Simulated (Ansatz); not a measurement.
# HfHCl3O (SMILES Cl[Hf](Cl)(Cl)O) at HF/def2-SVP (core potential)

What is the energy change on altering one bond length of HfHCl3O at HF/def2-SVP (core potential)? 

Program for the calculation: Ansatz 0.2.0.

1 further run of the same task is left out (it didn't finish).

## (1) Starting point

HfHCl3O: 6 atoms, total charge 0, spin state singlet. SMILES: `Cl[Hf](Cl)(Cl)O`. Geometry: relaxed at PBE0-D4/def2-TZVP.

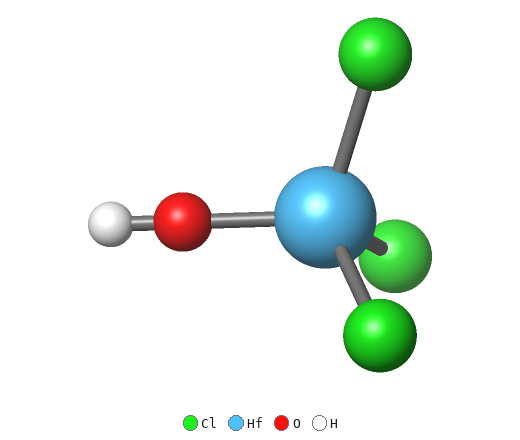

The structure, seen from a chosen angle (chlorine green, hafnium blue, oxygen red, hydrogen white).

## (2) The energy at HF/def2-SVP (core potential)

Contents of run.yaml:

```yaml
crystal:
  periodic: [false, false, false]
  atoms:
    - {symbol: Cl, position_ang: [0.876760, -0.101050, -2.336560]}
    - {symbol: Hf, position_ang: [-0.022850, -0.350510, -0.194310]}
    - {symbol: Cl, position_ang: [-2.262380, -0.999350, -0.349730]}
    - {symbol: Cl, position_ang: [1.185990, -1.965090, 0.985740]}
    - {symbol: O, position_ang: [0.084060, 1.291990, 0.717110]}
    - {symbol: H, position_ang: [0.138420, 2.124020, 1.177740]}
basis:
  gaussian:
    orbitals: def2-SVP
hamiltonian:
  xc: hf
accuracy: high
output: {orbitals: {seedname: orbitals}}
```

Launch:

```bash
$ ansatz run run.yaml --threads 1 --pin off --max-ram 3480MiB --events-out events.jsonl --progress --plain --runs-dir runs
```

The program printed:

```text
Warning: RAYON_NUM_THREADS=1 ignored (pool sized by the plan → 1); use --threads N
Functional definition: HF
  name "HF"
  exchange = exact_x
  correlation = 0
2132 factors; integrals over basis functions are off by at most 4.0e-9 eV
mean field evaluation 1: about -40847.1806 eV, gradient 4.2e1 eV
mean field evaluation 2: about -40847.2632 eV, gradient 4.3e1 eV
mean field evaluation 4: about -40851.2406 eV, gradient 2.3e0 eV
mean field evaluation 8: about -40851.2740 eV, gradient 1.9e-1 eV
mean field evaluation 16: about -40851.2741 eV, gradient 8.9e-9 eV
mean field -40851.27412254 eV, -1501.2566340151 hartree, gradient 8.9e-9 eV, S^2 0.000000; 0 other end points of the search recorded, 0 dependent functions left out
reference -40851.27412254 eV, -1501.2566340151 hartree; 36, 36 occupied and 69, 69 virtual orbitals, 2132 factors
Total energy: -40851.27412254 eV, -1501.2566340151 hartree
```

It took 3.6 s on 1 thread of Arm Neoverse V2, shared host; peak memory 0.35 GiB.

## (3) The distorted shape, same level

Contents of in.yaml:

```yaml
crystal:
  periodic: [false, false, false]
  atoms:
    - {symbol: Cl, position_ang: [1.011720, -0.063626, -2.657942]}
    - {symbol: Hf, position_ang: [-0.022850, -0.350510, -0.194310]}
    - {symbol: Cl, position_ang: [-2.262380, -0.999350, -0.349730]}
    - {symbol: Cl, position_ang: [1.185990, -1.965090, 0.985740]}
    - {symbol: O, position_ang: [0.084060, 1.291990, 0.717110]}
    - {symbol: H, position_ang: [0.138420, 2.124020, 1.177740]}
basis:
  gaussian:
    orbitals: def2-SVP
hamiltonian:
  xc: hf
accuracy: high
output:
  orbitals: {seedname: orbitals}
```

Launch:

```bash
$ ansatz run in.yaml --threads 1 --pin off --max-ram 3480MiB --events-out events.jsonl --progress --plain --runs-dir runs
```

The program printed:

```text
Warning: RAYON_NUM_THREADS=1 ignored (pool sized by the plan → 1); use --threads N
[... 4 set-up lines as earlier in the session ...]
2115 factors; integrals over basis functions are off by at most 4.0e-9 eV
mean field evaluation 1: about -40846.1564 eV, gradient 4.4e1 eV
mean field evaluation 2: about -40846.2315 eV, gradient 4.4e1 eV
mean field evaluation 4: about -40850.7341 eV, gradient 2.4e0 eV
mean field evaluation 8: about -40850.7721 eV, gradient 2.0e-1 eV
mean field evaluation 16: about -40850.7723 eV, gradient 1.1e-8 eV
mean field -40850.77226264 eV, -1501.2381910040 hartree, gradient 1.1e-8 eV, S^2 0.000000; 0 other end points of the search recorded, 0 dependent functions left out
reference -40850.77226264 eV, -1501.2381910040 hartree; 36, 36 occupied and 69, 69 virtual orbitals, 2115 factors
Total energy: -40850.77226264 eV, -1501.2381910040 hartree
```

It took 3.6 s on 1 thread of Arm Neoverse V2, shared host; peak memory 0.35 GiB.

## (4) Outcome

Level: HF/def2-SVP (core potential).

| quantity | value |
| --- | --- |
| first shape: total energy | -1501.25663 Eh |
| first shape: HOMO energy | -12.57 eV |
| first shape: LUMO energy | 1.97 eV |
| first shape: HOMO–LUMO gap | 14.54 eV |
| distorted shape: total energy | -1501.23819 Eh |
| distorted shape: HOMO energy | -11.73 eV |
| distorted shape: LUMO energy | 1.48 eV |
| distorted shape: HOMO–LUMO gap | 13.22 eV |
| energy change with the Cl1–Hf2 bond stretched from 2.337 to 2.687 Å | 0.502 eV |

**Reading.** With the Cl1–Hf2 bond stretched from 2.337 to 2.687 Å the energy rises by 0.50 eV (11.6 kcal/mol). The first shape isn't relaxed at this level, so the change isn't measured from a minimum.
